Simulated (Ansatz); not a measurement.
## Electronic structure of ClF$_{2}$HOTi in real space

Input file:

```
crystal:
  periodic: [false, false, false]
  atoms:
    - { symbol: Ti, position_ang: [0.0, 0.0, 0.0] }
    - { symbol: Cl, position_ang: [0.0, 0.0, 2.37] }
    - { symbol: F, position_ang: [1.7257, 0.0, -0.6094] }
    - { symbol: F, position_ang: [-0.8619, 1.4933, -0.6094] }
    - { symbol: O, position_ang: [-0.9043, -1.5667, -0.6394] }
    - { symbol: H, position_ang: [-1.359, -2.0324, 0.133] }
basis:
  gaussian: { orbitals: def2-SVP }
hamiltonian:
  xc: r2scan
  dispersion: d4
relax:
  f_tol: 0.02
  max_steps: 40
output:
  orbitals: {}
```

Launched as:

```sh
ansatz run input.yaml --threads 2 --pin off --max-ram 3072MiB --backend cpu --events-out ev --progress --plain --runs-dir out
```

The fields are those of the run's last geometry, not of the input's.

These are results of RKS r2SCAN-D4/def2-SVP in Ansatz 0.2.0, not measurements.

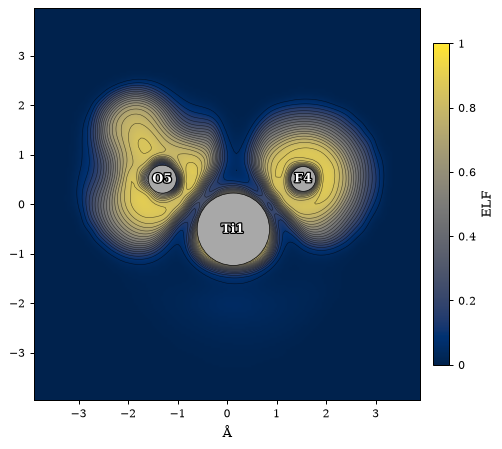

Figure 1. Electron localisation function on the plane of atoms F4, Ti1 and O5. Grey discs cover the atomic cores.

**What does the map show?**

The plane passes through Ti, F and O nuclei.
Ti–F (1.74 Å): the ELF peaks at about 0.80 in the valence shell of F, 0.5 Å from its nucleus, and drops to about 0.20 between the two atoms.
Ti–O (1.75 Å): the ELF peaks at about 0.80 in the valence shell of O, 0.5 Å from its nucleus, and drops to about 0.25 between the two atoms.

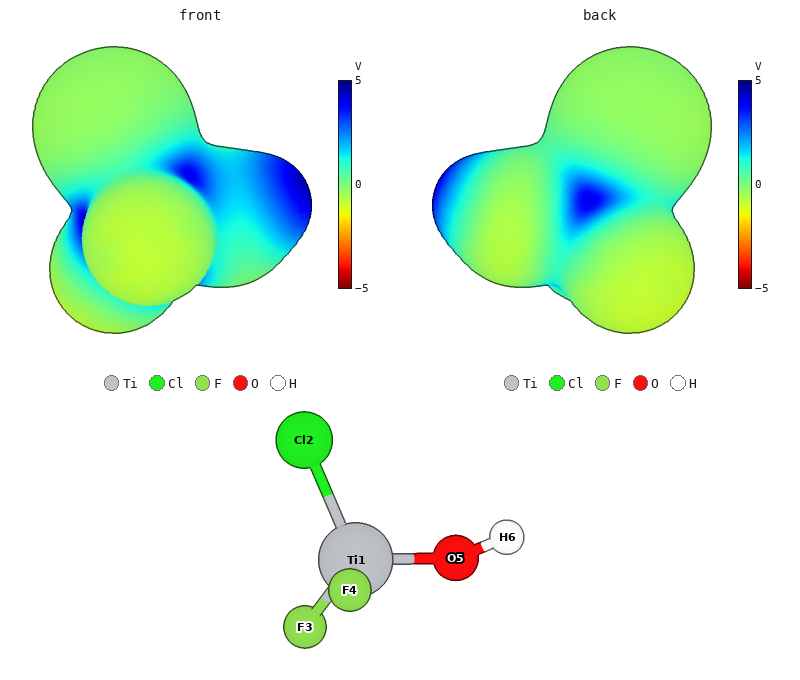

Figure 2. The molecular electrostatic potential painted on the density surface at 0.004 e/bohr³, seen from the front and from behind; red is negative and blue positive. The bare structure is drawn below in the same view.

**Describe the electrostatic potential map.**

The most negative region (about −0.9 V, or −21 kcal/mol for a unit charge) lies over F3, the most positive (about +4.3 V, or +99 kcal/mol for a unit charge) over Ti1 and H6.

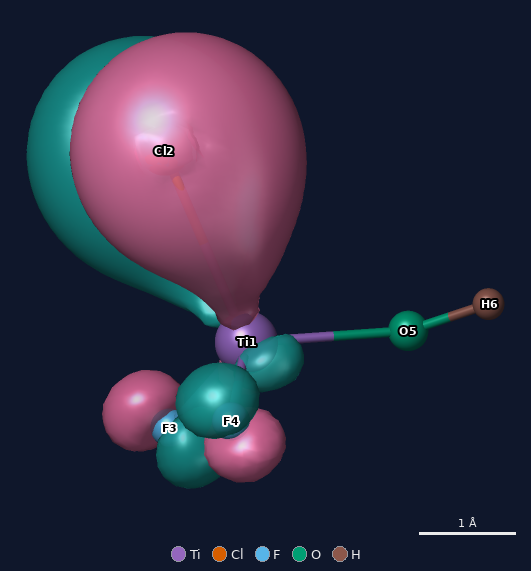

Figure 3. The HOMO−1 at ±0.1 Å⁻³ᐟ² (teal and pink are the two phases), seen at a tilt.

**Where does this orbital lie, and at what energy?**

It lies mainly on Cl2 (about 85 %) and Ti1 (about 10 %); largely a lone pair of Cl2. Its energy is −8.46 eV.
